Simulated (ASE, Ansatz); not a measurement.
# Electronic structure of random rock-salt alloy of CaS and PbS (64 atoms), part 2 of 2

Wanted: forces, charges and levels of random rock-salt alloy of CaS and PbS (64 atoms).

Ansatz 0.2.0; Kohn-Sham DFT, PBE, PAW (set soft_2), plane waves.

The cell: 24 Pb, 32 S and 8 Ca. The host structure and its lattice constant were typed by rule, without a check against the phase diagram. Only the Γ point is sampled, in a cell whose shortest periodic width is 12 Å. The levels lack spin–orbit coupling.

So far. Step 2 (Plane-wave single point): Between -26 and -10 eV lie 352 more states.

### Step 3. Local order

These statistics describe the geometry on which the runs were made.

Density 6.47 g/cm³, 25.34 Å³ an atom.

Pair distribution functions g(r), in bins of 0.2 Å:

```csv
r (Å),total,S-S,S-Pb,S-Ca,Pb-Pb,Pb-Ca,Ca-Ca
2.80,0.72,0.00,1.62,0.92,0.00,0.00,0.00
3.00,6.27,0.00,12.42,13.08,0.00,0.00,0.00
3.20,0.00,0.00,0.00,0.00,0.00,0.00,0.00
3.40,0.00,0.00,0.00,0.00,0.00,0.00,0.00
3.60,0.00,0.00,0.00,0.00,0.00,0.00,0.00
3.80,0.00,0.00,0.00,0.00,0.00,0.00,0.00
4.00,0.19,0.53,0.00,0.00,0.41,0.00,0.00
4.20,6.81,13.51,0.00,0.00,13.73,13.64,15.20
4.40,0.00,0.00,0.00,0.00,0.00,0.00,0.00
4.60,0.00,0.00,0.00,0.00,0.00,0.00,0.00
4.80,0.00,0.00,0.00,0.00,0.00,0.00,0.00
5.00,2.11,0.00,4.18,4.31,0.00,0.00,0.00
5.20,1.00,0.00,2.04,1.92,0.00,0.00,0.00
5.40,0.00,0.00,0.00,0.00,0.00,0.00,0.00
5.60,0.00,0.00,0.00,0.00,0.00,0.00,0.00
5.80,1.42,2.75,0.00,0.00,3.00,2.93,2.37
6.00,0.33,0.76,0.00,0.00,0.51,0.57,1.15
6.20,0.00,0.00,0.00,0.00,0.00,0.00,0.00
6.40,0.02,0.00,0.02,0.06,0.00,0.00,0.00
6.60,5.59,0.00,11.20,11.15,0.00,0.00,0.00
6.80,0.00,0.00,0.00,0.00,0.00,0.00,0.00
7.00,0.00,0.00,0.00,0.00,0.00,0.00,0.00
7.20,4.67,9.34,0.00,0.00,9.21,9.85,7.78
7.40,0.00,0.00,0.00,0.00,0.00,0.00,0.00
7.60,0.00,0.00,0.00,0.00,0.00,0.00,0.00
7.80,0.00,0.00,0.00,0.00,0.00,0.00,0.00
```

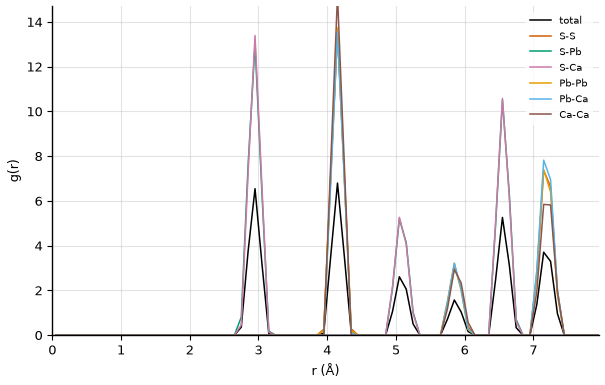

Pair distribution functions, lightly smoothed, with peaks cut at 14.

Bonds by pair of elements; cutoffs follow the first minimum of g(r), held within bounds set by covalent radii, and pairs that aren't listed don't count as bonded:

```csv
pair A-B,cutoff (Å),bonds,mean length (Å),spread (Å),shortest (Å),B about A,A about B
S-Pb,3.38,144,2.94,0.029,2.87,4.5,6
S-Ca,3.38,48,2.94,0.023,2.88,1.5,6
```

How many atoms have how many bonded neighbours:

| element | mean | 6 |
| --- | --- | --- |
| Ca | 6 | 8 |
| Pb | 6 | 24 |
| S | 6 | 32 |

Bond angles, per cent of each kind in bins of 5°:

| angle (°) | S-Pb-S | Pb-S-Pb | Ca-S-Pb | S-Ca-S | Ca-S-Ca |
| --- | --- | --- | --- | --- | --- |
| 85–90 | 39.4 | 35.7 | 43.8 | 40.8 | 46.9 |
| 90–95 | 40.6 | 44.5 | 35.8 | 39.2 | 34.4 |
| 95–100 | 0.0 | 0.0 | 0.0 | 0.0 | 0.0 |
| 100–105 | 0.0 | 0.0 | 0.0 | 0.0 | 0.0 |
| 105–110 | 0.0 | 0.0 | 0.0 | 0.0 | 0.0 |
| 110–115 | 0.0 | 0.0 | 0.0 | 0.0 | 0.0 |
| 115–120 | 0.0 | 0.0 | 0.0 | 0.0 | 0.0 |
| 120–125 | 0.0 | 0.0 | 0.0 | 0.0 | 0.0 |
| 125–130 | 0.0 | 0.0 | 0.0 | 0.0 | 0.0 |
| 130–135 | 0.0 | 0.0 | 0.0 | 0.0 | 0.0 |
| 135–140 | 0.0 | 0.0 | 0.0 | 0.0 | 0.0 |
| 140–145 | 0.0 | 0.0 | 0.0 | 0.0 | 0.0 |
| 145–150 | 0.0 | 0.0 | 0.0 | 0.0 | 0.0 |
| 150–155 | 0.0 | 0.0 | 0.0 | 0.0 | 0.0 |
| 155–160 | 0.0 | 0.0 | 0.0 | 0.0 | 0.0 |
| 160–165 | 0.0 | 0.0 | 0.0 | 0.0 | 0.0 |
| 165–170 | 0.0 | 0.0 | 0.0 | 0.0 | 0.0 |
| 170–175 | 0.0 | 0.0 | 0.0 | 0.0 | 0.0 |
| 175–180 | 20.0 | 19.9 | 20.5 | 20.0 | 18.8 |

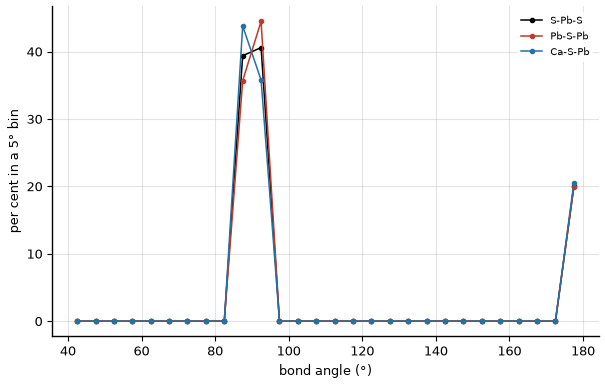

Distributions of the most common bond angles.

Bond angles (no mean is given where the spread exceeds 20°):

| angle | count | mean (°) | spread (°) |
| --- | --- | --- | --- |
| S-Pb-S | 360 | - | - |
| Pb-S-Pb | 272 | - | - |
| Ca-S-Pb | 176 | - | - |
| S-Ca-S | 120 | - | - |
| Ca-S-Ca | 32 | - | - |

For some of the pairs, g(r) has its first main peak near 4.15 Å (S-S), 2.94 Å (S-Pb), 2.94 Å (S-Ca), 4.15 Å (Pb-Pb), 4.15 Å (Pb-Ca) and 4.16 Å (Ca-Ca). Counting bonds as in the table, all Ca atoms have 6, all Pb atoms have 6 and all S atoms have 6 bonded neighbours.

The surroundings of S64, which bears the longest force, nearest first, numbered as they follow in the input and with coordinates relative to it.

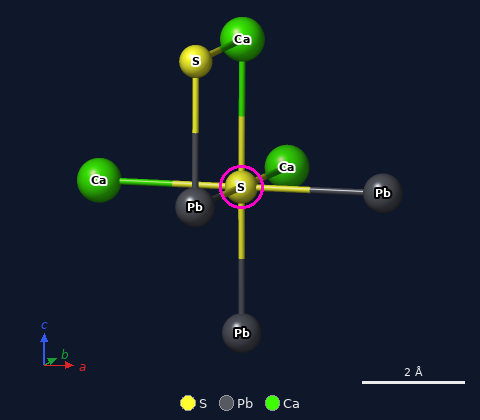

The atoms of the table, within 4.1 Å (arrows a, b, c point along x, y, z); some may hide others; the central atom is ringed.

| atom | x | y | z | distance (Å) | bonds | Löwdin charge (e) | Fx | Fy | Fz (eV/Å) |
| --- | --- | --- | --- | --- | --- | --- | --- | --- | --- |
| S64 | 0.00 | 0.00 | 0.00 | 0.00 | 6 | -0.81 | -0.49 | 0.62 | 0.49 |
| Pb57 | -0.02 | -2.90 | 0.01 | 2.90 | 6 | 0.51 | -0.05 | -0.07 | -0.14 |
| Pb63 | 2.91 | 0.06 | 0.00 | 2.91 | 6 | 0.51 | 0.24 | -0.13 | 0.04 |
| Pb51 | 0.00 | 0.03 | -2.91 | 2.91 | 6 | 0.53 | -0.02 | -0.14 | -0.24 |
| Ca59 | 0.01 | 0.03 | 2.94 | 2.94 | 6 | 1.54 | -0.03 | -0.06 | 0.10 |
| Ca31 | -2.95 | 0.04 | -0.01 | 2.95 | 6 | 1.55 | -0.12 | -0.21 | -0.01 |
| Ca41 | -0.01 | 2.96 | -0.03 | 2.96 | 6 | 1.56 | 0.04 | 0.04 | 0.03 |
| S62 | 0.00 | -2.90 | 2.91 | 4.11 | 6 | -0.72 | -0.01 | 0.28 | 0.47 |

The column of bonds counts only the pairs S-Pb within 3.38 Å, S-Ca within 3.38 Å; other neighbours, such as metal atoms beside each other in a compound, aren't counted, and periodic images can show an atom twice.

### Step 4. What came out

```
free energy per atom                             : -5143.8147 eV/atom
density                                          : 6.47 g/cm³
pressure                                         : 3.896 GPa
r.m.s. force component                           : 0.2067 eV/Å
gap (highest filled to lowest empty level) : 0.7693 eV
wall time of the 1 DFT run                       : 14 s
```

**Reading.** The highest filled and lowest empty levels differ by 0.769 eV at Γ alone; the mesh holds the band edges only if they fold onto it, so the gap at this level can be narrower or closed. Counting bonds as in the table, all Ca atoms have 6, all Pb atoms have 6 and all S atoms have 6 bonded neighbours.

**Limits.** The geometry was built by rule, was displaced at random and isn't relaxed at this level: its force components are 0.21 eV/Å r.m.s. The pressure of 3.9 GPa shows the cell to be compressed for this functional.

[Logs are printed without paths, hosts, clocks, repeated set-up lines and the standing remarks that a program may print on its own settings, such as how far it seeks lower states.]

[Hosts, paths, dates, database ids (printed as entryN), source tags and the programs' standing remarks are cut or masked in the printed files.]
